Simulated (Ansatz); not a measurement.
Convergence study of the k-point mesh for LaP (I4mm, 2 atoms in the cell)

```
CELL_PARAMETERS angstrom
      0.00000     3.02415     3.02415
      3.02415     0.00000     3.02415
      3.02415     3.02415     0.00000
ATOMIC_POSITIONS crystal
  La 0.00827 0.00827 0.99173
  P  0.50000 0.50000 0.50000
```

Computed with LDA (PW92), default PAW files made with PBE (plane waves; Ansatz, an electronic-structure program).

Base settings: basis.ecutwfc = 420 eV; kpoints.mp_grid.grid = 9 9 9; hamiltonian.xc = lda; hamiltonian.pseudopotentials = {kind: paw} (the program's default PAW files); scf.occupations.method = fermi_dirac; scf.occupations.width = 0.1 eV.

The second cell is the first with its lattice scaled by 0.98.

Only quantities that move along the ladder and can be compared are tabulated.

The count of work is k-points × plane waves × bands × iterations; it is no time. Core times come from one kind of shared machine, to one figure; runs under 30 s give none.

The starting cell comes from a database of computed structures (which also holds hypothetical and non-ambient phases and stackings), without a prior relaxation at this level. Its lattice was rescaled by up to half a per cent. One atom was moved a little off its site on purpose. In the base run, with a pressure of about -4 GPa the cell is away from its equilibrium volume at this level. Ansatz's pressure includes its estimate of the finite-basis (Pulay) stress.

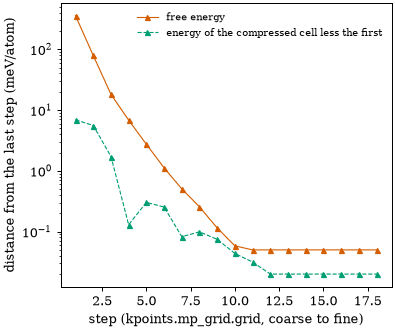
Fig. 1. Distance from the last step along the ladder; very small values are drawn at a floor.

```csv
kpoints.mp_grid.grid,free energy less the last step's (meV/atom),energy of the compressed cell less the first (meV/atom),pressure (GPa),largest difference of a force vector from the last step's (eV/Å),count of work / last,core time / last (rough)
2 2 2,355.42,-25.90,-4.18,0.442,0.0021,–
3 3 3,79.13,-13.42,-3.37,0.221,0.0028,–
4 4 4,18.10,-17.27,-3.86,0.046,0.0060,–
5 5 5,6.82,-18.86,-3.97,0.031,0.0083,–
6 6 6,2.73,-18.69,-3.96,0.015,0.014,–
7 7 7,1.12,-18.74,-3.98,0.005,0.018,–
8 8 8,0.51,-18.91,-3.99,0.003,0.027,–
9 9 9,0.26,-18.89,-3.99,0.001,0.034,–
10 10 10,0.11,-18.91,-3.99,0.000,0.047,–
11 11 11,0.06,-18.95,-4.00,0.000,0.058,–
12 12 12,0.03,-18.96,-4.00,0.000,0.075,–
14 14 14,0.01,-18.98,-4.00,0.000,0.11,–
17 17 17,0.00,-18.99,-4.00,0.000,0.19,–
18 18 18,0.00,-18.99,-4.00,0.000,0.22,0.2
20 20 20,0.00,-18.99,-4.00,0.000,0.29,0.3
23 23 23,0.00,-18.99,-4.00,0.000,0.43,0.4
25 25 25,0.00,-18.99,-4.00,0.000,0.54,0.5
28 28 28,0.00,-18.99,-4.00,0.000,0.75,0.8
31 31 31,0.00,-18.99,-4.00,0.000,1.0,1
```

Coarsest kpoints.mp_grid.grid that holds the energy of the compressed cell less the first within 0.2 meV/atom of the last step, with all finer ones: 8 8 8, at 0.027 of the last step's count of work; the step before is off by 0.25 meV/atom.

Coarsest kpoints.mp_grid.grid that holds the forces within 0.02 eV/Å of the last step, with all finer ones: 6 6 6, at 0.014 of the last step's count of work; the step before is off by 0.031 eV/Å.

Coarsest kpoints.mp_grid.grid that holds the pressure within 0.2 GPa of the last step, with all finer ones: 4 4 4, at 0.0060 of the last step's count of work; the step before is off by 0.63 GPa.

The energy difference between the two cells stays within 1 meV/atom of the last step's from 5 5 5 on, the total only from 8 8 8 on: much of the error is common to both cells and cancels.

Keys are those of Ansatz 0.2.
